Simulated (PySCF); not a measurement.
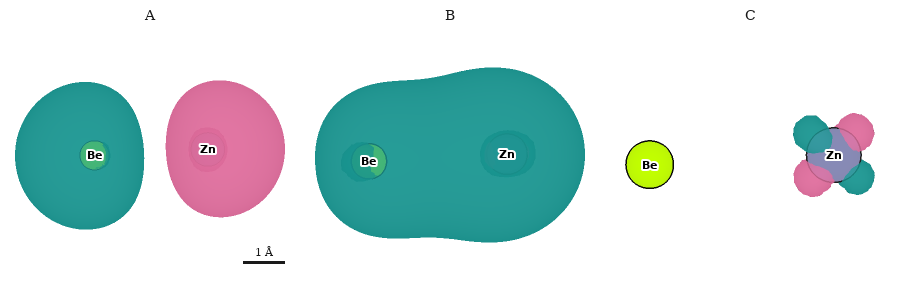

*BeZn. Three frontier orbitals, each drawn at the value that holds 80 % of its norm (teal and pink are the two phases), in no order; of a degenerate pair one member is drawn.*

These are results of PBE0/x2c-SVPall, spin-free X2C-1e, Gaussian nucleus, at a bond length of 2.908 Å (PySCF), not measurements.

Name the orbitals and rank them from lowest to highest energy.

Answer. Orbital C: π, occupied, −13.36 eV; almost wholly on Zn.
Orbital B: σ, occupied, −7.83 eV; shared between the atoms (Be 40 %, Zn 60 %).
Orbital A: σ, occupied, −5.61 eV; shared between the atoms (Be 60 %, Zn 40 %).
